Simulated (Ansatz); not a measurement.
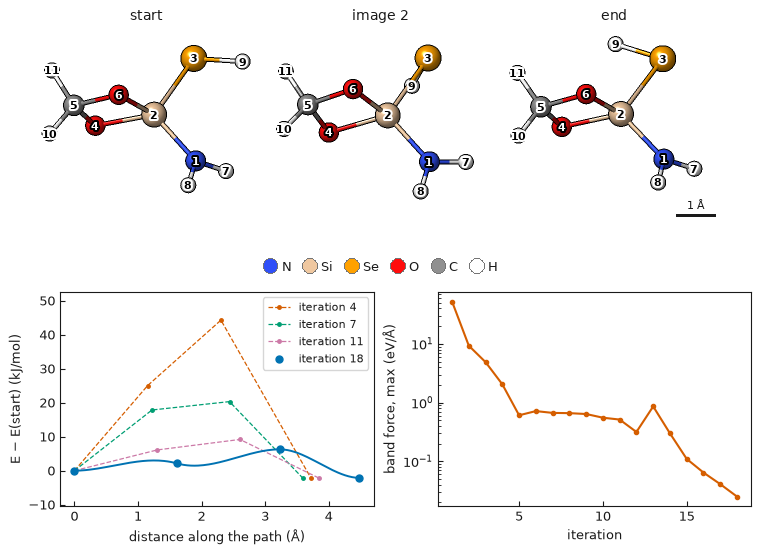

A nudged-elastic-band calculation for CH5NO2SeSi. Images are numbered from 0 (start) to 3 (end). The plot follows the band through its iterations. A ball-and-stick model, seen at a tilt.

Computed with RKS BHLYP-D4/def2-SVP (Ansatz). Run with 2 movable images; climbing image; force threshold 0.03 eV/Å; iteration limit 60; starting path through a guess of the saddle point.

> Did the band converge, and can the barrier be trusted?

The run is converged, with reservations. The band converged in 18 iterations. The largest component of the band force went from 53 to 0.025 eV/Å. The climbing image converged on the top of the path. Its curvatures weren't checked. So few images resolve the path coarsely. The first iteration put the highest image at 1328.3 kJ/mol. The energy climbs by 6.3 kJ/mol to image 2 and then falls by 8.4 kJ/mol, so the end point sits at −2.1 kJ/mol.
